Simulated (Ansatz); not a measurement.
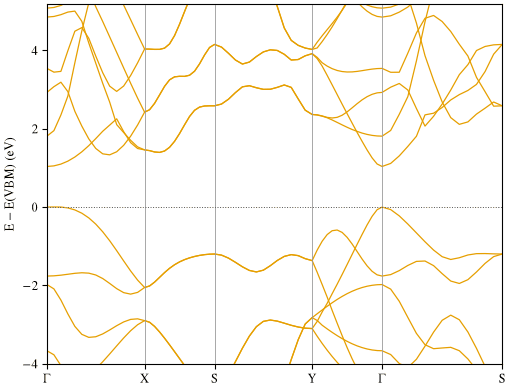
Figure: Band structure from r²SCAN+D4 in the plane-wave PAW code Ansatz

Q: Read off the gap and where the band edges lie.

A: About 1.0 eV (1.03 eV by a search for the band edges); maximum on the Γ–X line, 10 % of the way from Γ, minimum at Γ.

The material is monolayer P (puckered, Pmna in the vacuum cell, 4 atoms).

A layer that has been made, often on a substrate. The r²SCAN+D4 relaxation kept the symmetry of its start; its stability against distortions is not shown here.

Potentials: the earlier of the program's two PAW sets.
